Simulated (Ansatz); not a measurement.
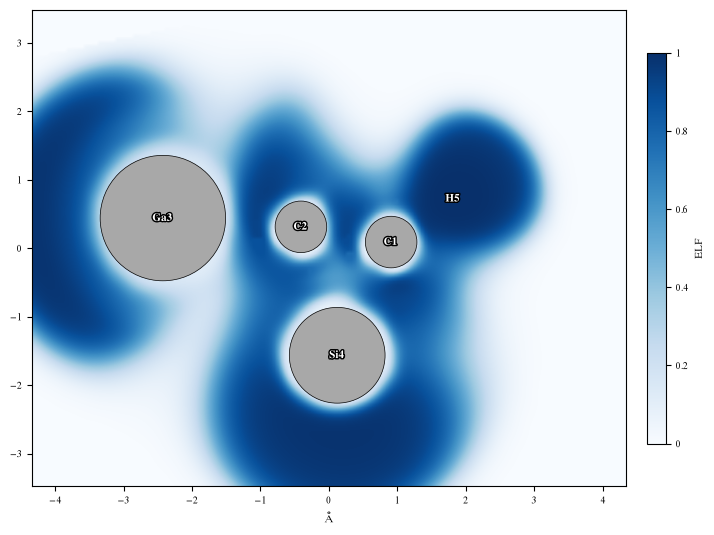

C2HGaSi (SMILES [Ga][C]1=[Si]=C1). ELF on the molecular plane. Grey discs cover the atomic cores.

Geometry: B3LYP-D3(BJ)/def2-SVP.

Level of theory: Ansatz, isolated molecule in a Gaussian basis; Kohn-Sham density functional theory, functional PBE0.

The calculation's input:

```
crystal:
  periodic: [false, false, false]
  atoms:
    - {symbol: C, position_ang: [-1.455447, 1.863691, 0.302600]}
    - {symbol: C, position_ang: [-1.591581, 2.351601, -0.934306]}
    - {symbol: Ga, position_ang: [-1.773402, 2.892713, -2.872897]}
    - {symbol: Si, position_ang: [-1.312159, 0.425056, -0.822909]}
    - {symbol: H, position_ang: [-1.461569, 2.291279, 1.311658]}
basis:
  gaussian:
    orbitals: def2-TZVPD
output:
  forces: true
  orbitals: {seedname: orbitals}
hamiltonian:
  xc: {name: PBE0}
```

Launched as:

```sh
ansatz run input.yaml --threads 1 --pin off --max-ram 2610MiB --events-out events.jsonl --progress --plain --runs-dir runs
```

Q: What do the fields say about this system?

A:
- The plane passes through C, Ga, Si and H nuclei.
- C–C (1.34 Å): the ELF peaks at about 0.90 between the atoms; a short, multiple covalent bond.
- C–Si (1.83 Å): the ELF peaks at about 0.80 between the atoms: a shared electron pair.
- C–Ga (2.02 Å): the ELF peaks at about 0.90 in the valence shell of C, 0.6 Å from its nucleus, and is about 0.40 at the midpoint.
- C–H (1.10 Å): the ELF climbs to about 1 towards the hydrogen, as it does in any bond to H (an ordinary covalent bond to hydrogen).
- C–Si (1.95 Å): the ELF peaks at about 0.75 between the atoms: localised, covalent bonding.
- The ELF also peaks beside Si4, away from the bonds: lone-pair regions.
